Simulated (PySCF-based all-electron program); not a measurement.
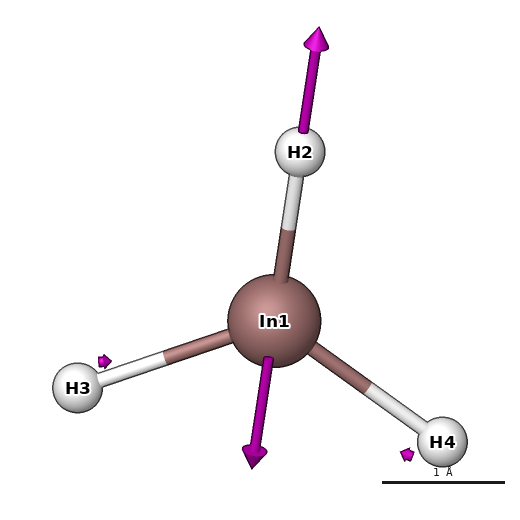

Arrows show the forces on the atoms, 0.4 Å of arrow for 1 eV/Å; forces under a tenth of the largest aren't drawn. Level of theory: PBE0, all-electron, scalar-relativistic (Koelling-Harmon), large uncontracted Gaussian sets (PySCF-based all-electron program).

Which bond do the forces act along most?

In1–H2, now 1.575 Å: the forces push its atoms apart, so a first step downhill lengthens it.

List the force components in the frame of the picture (x right, y up, z towards the viewer), in eV/Å.

```
atom     Fx     Fy     Fz
 In1  −0.35  −2.29  −1.17
  H2   0.33   2.17   1.11
  H3   0.28   0.02   0.03
  H4  −0.26   0.10   0.03
```
